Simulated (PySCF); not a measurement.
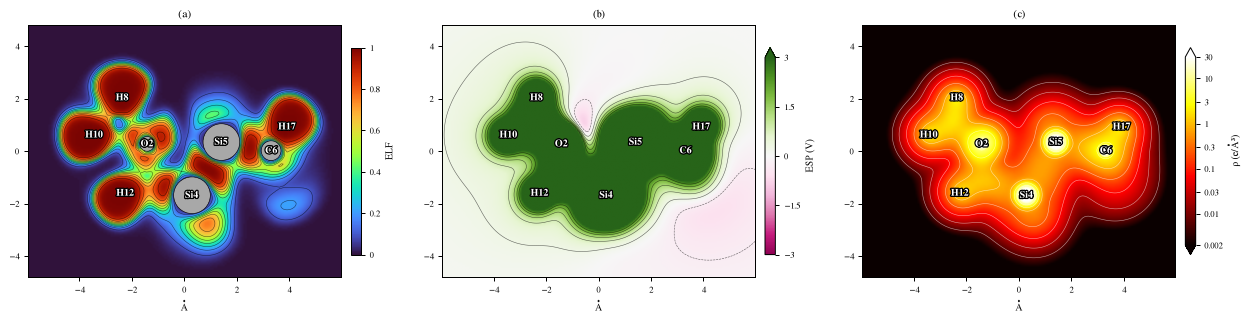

C₃H₁₁ClOSi₂ (SMILES COC[SiH2][SiH2]CCl). (a) electron localisation function; (b) electrostatic potential; (c) total electron density on the plane of atoms Si4, Si5 and C6. Grey discs cover the atomic cores in the ELF map.

Geometry: GFN2-xTB.

Level of theory: PBE0/pcSseg-1, SCF density, gas phase, non-relativistic (PySCF 2.14.0).

```
atom    x (Å)    y (Å)    z (Å)
   C   2.6828   0.8137   0.4026
   O   1.5054   0.0847   0.1813
   C   1.5200  -0.7130  -0.9927
  Si  -0.2857  -1.3360  -1.0610
  Si  -1.2883   0.4975  -0.0582
   C  -3.1759   0.4646  -0.4287
  Cl  -3.8392  -1.1012   0.1108
   H   2.5370   1.3766   1.3228
   H   2.8780   1.5074  -0.4250
   H   3.5465   0.1470   0.5131
   H   1.7911  -0.0983  -1.8604
   H   2.2758  -1.5013  -0.9070
   H  -0.3533  -2.6083  -0.3310
   H  -0.6042  -1.6692  -2.4602
   H  -0.8683   1.8151  -0.5693
   H  -1.1918   0.5440   1.4045
   H  -3.7282   1.2336   0.1041
   H  -3.4106   0.5494  -1.4869
```

### Describe what can be read from this map.

- Atoms in the plane: O, Si, C and H.
- C–Si (1.92 Å): ρ at the midpoint is about 0.89 e/Å³; the ELF peaks at about 0.95 between the atoms (localised, covalent bonding).
- Si–Si (2.32 Å): ρ is about 0.67 e/Å³ halfway; the ELF peaks at about 1 between the atoms, as expected for a covalent bond.
- C–H (1.09 Å): the density is about 2 e/Å³ at the midpoint; the ELF climbs to about 1 towards the hydrogen, as it does in any bond to H (an ordinary covalent bond to hydrogen).
- Outside the dense part of the molecule the potential is most negative (−0.8 V) near O2.
